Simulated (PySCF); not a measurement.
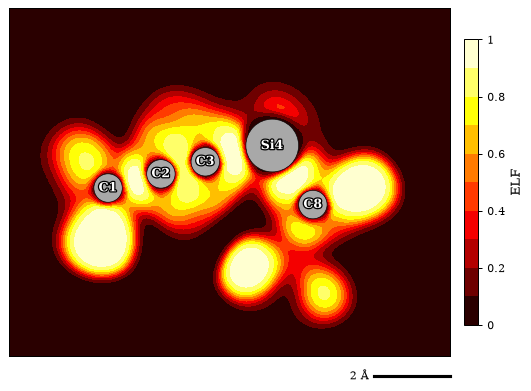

The picture shows: C6H12OSi2. Electron localisation function on the plane of atoms C3, Si4 and C8. Grey discs cover the atomic cores.

Geometry: PBE0-D3(BJ)/def2-SVP.

Level of theory: PySCF, CAM-B3LYP/def2-SVPD, SCF density, gas phase.

```yaml
atoms:
  - { symbol: C, position_ang: [3.4498, 1.9228, -1.0920] }
  - { symbol: C, position_ang: [2.3227, 1.5301, -0.2680] }
  - { symbol: C, position_ang: [1.3796, 1.1926, 0.4285] }
  - { symbol: Si, position_ang: [-0.0650, 0.6975, 1.4318] }
  - { symbol: O, position_ang: [0.0959, -0.8873, 1.9626] }
  - { symbol: Si, position_ang: [-0.8382, -2.0036, 1.1193] }
  - { symbol: C, position_ang: [-1.5575, -0.8853, -0.2303] }
  - { symbol: C, position_ang: [-1.6210, 0.5456, 0.3502] }
  - { symbol: C, position_ang: [-1.8156, 1.6291, -0.7027] }
  - { symbol: H, position_ang: [4.0881, 1.0547, -1.3207] }
  - { symbol: H, position_ang: [4.0707, 2.6742, -0.5798] }
  - { symbol: H, position_ang: [3.1110, 2.3556, -2.0461] }
  - { symbol: H, position_ang: [-0.1998, 1.6116, 2.5984] }
  - { symbol: H, position_ang: [0.0075, -3.1143, 0.5931] }
  - { symbol: H, position_ang: [-1.8822, -2.5778, 2.0217] }
  - { symbol: H, position_ang: [-2.5374, -1.2208, -0.6103] }
  - { symbol: H, position_ang: [-0.8623, -0.9033, -1.0895] }
  - { symbol: H, position_ang: [-2.4638, 0.5877, 1.0676] }
  - { symbol: H, position_ang: [-0.9681, 1.6490, -1.4066] }
  - { symbol: H, position_ang: [-2.7341, 1.4592, -1.2883] }
  - { symbol: H, position_ang: [-1.8912, 2.6311, -0.2502] }
```

Question: Read the bonding off the picture.

Answer: The plane passes through C and Si nuclei.
C–C (1.22 Å): the ELF peaks at about 0.85 between the atoms; a short, multiple covalent bond.
C–Si (1.83 Å): the ELF peaks at about 0.95 between the atoms: a covalent bond.
C–Si (1.90 Å): the ELF peaks at about 0.95 between the atoms (a shared electron pair).
